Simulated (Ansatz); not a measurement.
Pulling on the Mg1–H2 bond in H4MgSi (SMILES [MgH][SiH3]) (multiplicity 1 held, fragments rigid). Energies count from the point at 1.702 Å.
Geometry at that point (charge 0, multiplicity 1):
```xyz
6

Mg    -1.27393    -0.69924    -0.17849
H     -2.75464    -1.51198    -0.38596
Si     0.97177     0.53339     0.13616
H      1.61306     0.24974     1.45236
H      0.83766     2.01691     0.06363
H      1.98630     0.16876    -0.89431
```

R- and RO- levels are restricted; in cc, def2 and unpolarised 6-31G sets they are followed outwards from rest. Unrestricted levels (U-) break spin symmetry where that is lower. Active spaces are followed from a long bond inwards. Levels need not reach the same state.

Cores are frozen in the correlated methods.

Codes used: Ansatz (a program for electronic structure). Values without a source in brackets are computed.

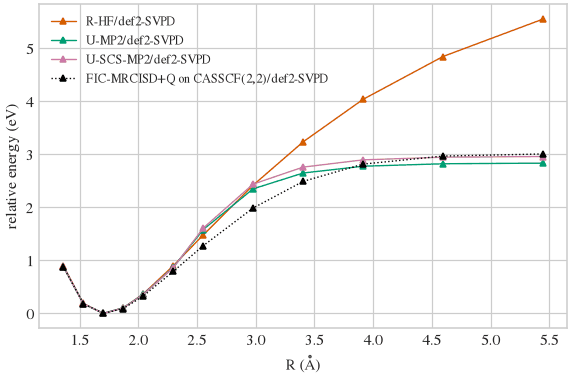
Fig. 1. Relative energy along the coordinate

Read off the R-HF/def2-SVPD curve at R = 3.404.

about 3.2 eV

Doubts at one or more of the structures used: a restricted determinant that unrestricted orbitals would lower (R-HF/def2-SVPD); a spin-contaminated determinant (U-MP2/def2-SVPD, U-SCS-MP2/def2-SVPD).
